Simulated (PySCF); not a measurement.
**Run report: C$_{2}$H$_{6}$N$_{2}$Si$_{2}$, core-level calculation**

- system: C$_{2}$H$_{6}$N$_{2}$Si$_{2}$
- method: delta-SCF UKS HF, pcX-2 on the ionised atom, pcseg-1 elsewhere, spin-free X2C (PySCF 2.14.0)

The run did not end well. Figures and captions count atoms from 1; the log counts them from 0 in places.

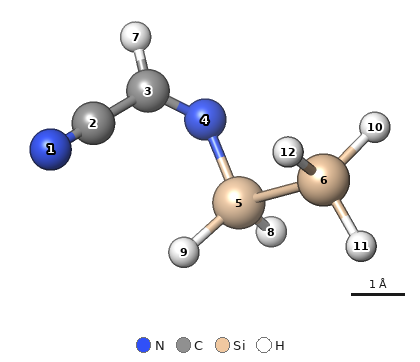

**Figure 1.** The structure as given in the input (ball-and-stick view, seen at a tilt; atoms are numbered from 1 in the order of the input). Bond lengths as drawn: C–C 1.45 Å, C–H 1.10 Å, C–N 1.16 to 1.26 Å, H–Si 1.49 to 1.50 Å, N–Si 1.77 Å and Si–Si 2.35 Å.

### Outcome

- outcome: not converged
- hardware: 1 CPU thread, shared host
- wall time: 1.9 min
- peak memory: 0.73 GiB

### What went wrong

The run did not converge. At least one of its steps failed, so the values that rest on that step are not results. The core-hole state is spin-contaminated. Checks after the run noted: C1s on atom 1: valence filled by overlap, may be an excited ion; C1s on atom 1: not converged or hole moved.

### The input
```
{"job": {"kind": "xps", "xc": "HF"}, "charge": 0, "multiplicity": 1}
N      2.140119     1.460468    -1.784361
C      1.953602     0.845729    -0.819751
C      1.697719     0.075459     0.387693
N      0.749189    -0.746100     0.538094
Si    -0.550801    -1.191116    -0.571765
Si    -2.445674    -0.080154     0.252614
H      2.416258     0.265700     1.205205
H     -0.702027    -2.669830    -0.468940
H     -0.272578    -0.811273    -1.994359
H     -2.642594    -0.419315     1.693410
H     -3.650813    -0.494949    -0.528353
H     -2.247801     1.394342     0.110309
```

The first line tells a small driver script what to run in PySCF; the rest is the geometry in Å.

Run as:
```bash
OMP_NUM_THREADS=1 python <driver script> task.json out
```

### The program's output
```
ground state, core basis on atom 0 (N), 153 functions
  cycle   1  E = -766.94219421  |g| = 6.62e-01
  cycle   2  E = -767.01903862  |g| = 5.60e-01
  cycle   3  E = -767.08560566  |g| = 9.25e-02
  cycle   4  E = -767.08910977  |g| = 2.83e-02
  cycle   5  E = -767.08947928  |g| = 1.02e-02
  cycle   6  E = -767.08952136  |g| = 4.28e-03
  cycle   7  E = -767.08953449  |g| = 2.01e-03
  cycle   8  E = -767.08953700  |g| = 7.03e-04
  cycle   9  E = -767.08953750  |g| = 2.82e-04
  E(ground) = -767.08953750 Eh
hole in N 1s of atom 0
  cycle   1  E = -751.47498786  |g| = 1.82e+00
[... 17 cycles left out ...]
  E(ion) = -752.19229026 Eh   <S^2> = 1.2242   hole on atom = 1.000   binding energy = 405.375 eV
ground state, core basis on atom 1 (C), 153 functions
[... 4 cycles left out ...]
  E(ground) = -767.08271097 Eh
hole in C 1s of atom 1
[... 50 cycles left out ...]
hole again with damping 0.5
[... 80 cycles left out ...]
hole again, all orbitals by overlap
[... 80 cycles left out ...]
  E(ion) = -756.32830052 Eh   <S^2> = 1.1265   hole on atom = 1.000   binding energy = 292.642 eV
ground state, core basis on atom 2 (C), 153 functions
[... 5 cycles left out ...]
  E(ground) = -767.08037882 Eh
hole in C 1s of atom 2
[... 19 cycles left out ...]
  E(ion) = -756.30052021 Eh   <S^2> = 1.3504   hole on atom = 1.000   binding energy = 293.335 eV
ground state, core basis on atom 3 (N), 153 functions
[... 5 cycles left out ...]
  E(ground) = -767.09202225 Eh
hole in N 1s of atom 3
[... 19 cycles left out ...]
  E(ion) = -752.22408889 Eh   <S^2> = 1.0525   hole on atom = 1.000   binding energy = 404.577 eV
ground state, core basis on atom 4 (Si), 164 functions
[... 5 cycles left out ...]
  E(ground) = -767.14635250 Eh
hole in Si 1s of atom 4
[... 11 cycles left out ...]
  E(ion) = -699.23968533 Eh   <S^2> = 0.7551   hole on atom = 1.000   binding energy = 1847.835 eV
hole in Si 2p of atom 4
[... 21 cycles left out ...]
  E(ion) = -763.22072291 Eh   <S^2> = 0.7860   hole on atom = 1.002   binding energy = 106.822 eV
  2p3/2 = 106.614 eV   2p1/2 = 107.208 eV
ground state, core basis on atom 5 (Si), 164 functions
[... 5 cycles left out ...]
  E(ground) = -767.14079856 Eh
hole in Si 1s of atom 5
[... 10 cycles left out ...]
  E(ion) = -699.25422752 Eh   <S^2> = 0.7553   hole on atom = 1.000   binding energy = 1847.288 eV
hole in Si 2p of atom 5
  cycle   1  E = -762.90371608  |g| = 1.20e+00
  cycle   2  E = -763.20439206  |g| = 3.94e-01
  cycle   3  E = -763.23075022  |g| = 2.72e-02
  cycle   4  E = -763.23138221  |g| = 1.22e-02
  cycle   5  E = -763.23154674  |g| = 6.51e-03
  cycle   6  E = -763.23162759  |g| = 3.99e-03
  cycle   7  E = -763.23165918  |g| = 1.79e-03
  cycle   8  E = -763.23166756  |g| = 1.04e-03
  cycle   9  E = -763.23166984  |g| = 6.45e-04
  cycle  10  E = -763.23167115  |g| = 4.98e-04
  E(ion) = -763.23167115 Eh   <S^2> = 0.7632   hole on atom = 1.002   binding energy = 106.373 eV
  2p3/2 = 106.171 eV   2p1/2 = 106.765 eV
```

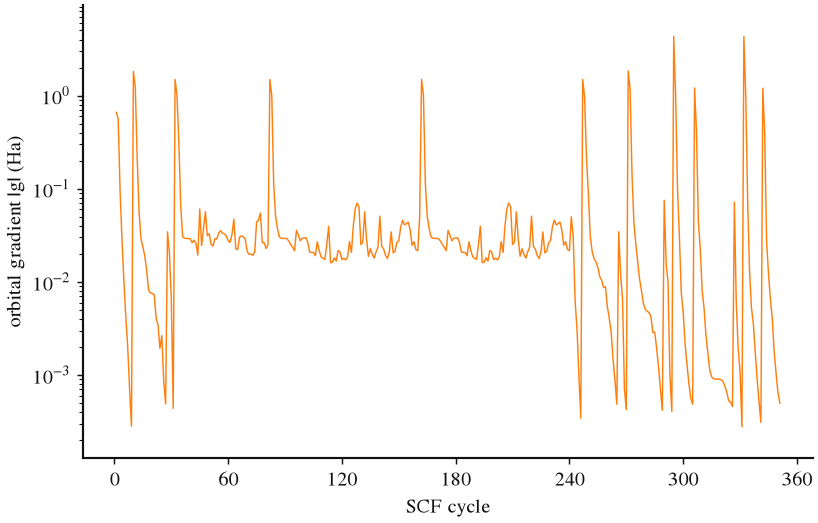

**Figure 2.** Convergence of the self-consistent field: orbital gradient |g| against the SCF cycle. All cycles printed in the log are drawn one after another.
